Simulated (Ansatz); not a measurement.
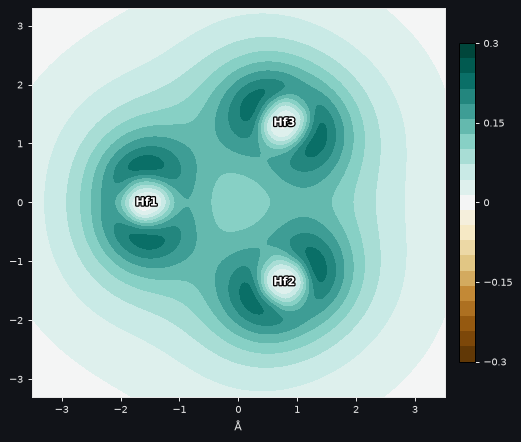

*Hf$_{3}$. One frontier orbital on the molecular plane (values in Å⁻³ᐟ²; the overall sign is arbitrary).*

Geometry: PBE-D4/def2-TZVP; core potentials replace the inner electrons of Hf.

Theory: Ansatz, RKS PBE0-D4/def2-TZVP.

The calculation's input:

```
crystal:
  periodic: [false, false, false]
  atoms:
    - {symbol: Hf, position_ang: [-1.434491, 0.337926, -0.516190]}
    - {symbol: Hf, position_ang: [0.507218, -1.476793, -0.014430]}
    - {symbol: Hf, position_ang: [0.927263, 1.138868, 0.530620]}
basis:
  gaussian: {orbitals: def2-TZVP, initial_orbitals: start.molden}
hamiltonian: {xc: pbe0, dispersion: d4}
output: {orbitals: {seedname: orbitals}}
```

Launched as:

```sh
ansatz run in.yaml --threads 4 --pin off --events-out ev --progress --plain --max-ram 3916MiB
```

Question: Which orbital is it: HOMO or LUMO?

Answer: The HOMO, at −3.46 eV. It lies mainly on Hf1 (about 35 %), Hf2 (about 35 %) and Hf3 (about 35 %); it is symmetric in the molecular plane (an in-plane orbital: σ, lone-pair or in-plane π type).
